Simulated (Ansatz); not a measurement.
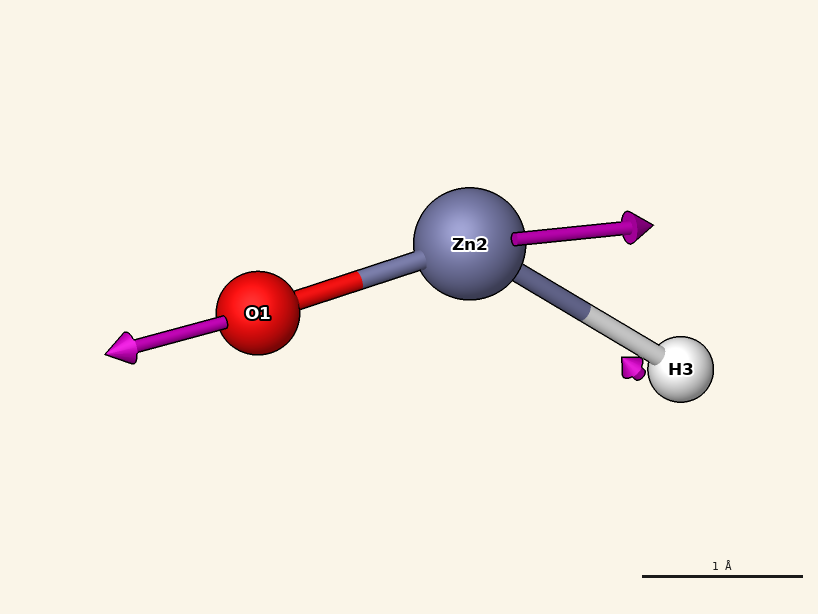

Arrows show the forces on the atoms, 0.08 Å of arrow for 1 eV/Å; forces under a tenth of the largest aren't drawn. The species is neutral and a spin doublet. Level of theory: ωB97M-V/def2-TZVPP (Ansatz 0.2.0).

On which atom is the force largest, and how large is it?

On Zn2: 12.60 eV/Å.

Along which bond is the force strongest?

O1–Zn2, now 1.533 Å: the forces push its atoms apart, so a first step downhill lengthens it.

List the force components in the frame of the picture (x right, y up, z towards the viewer), in eV/Å.

```json
{"atom": "O1", "Fx": "−9.46", "Fy": "−2.56", "Fz": "4.74"}
{"atom": "Zn2", "Fx": "10.97", "Fy": "1.12", "Fz": "−6.10"}
{"atom": "H3", "Fx": "−1.51", "Fy": "1.44", "Fz": "1.36"}
```
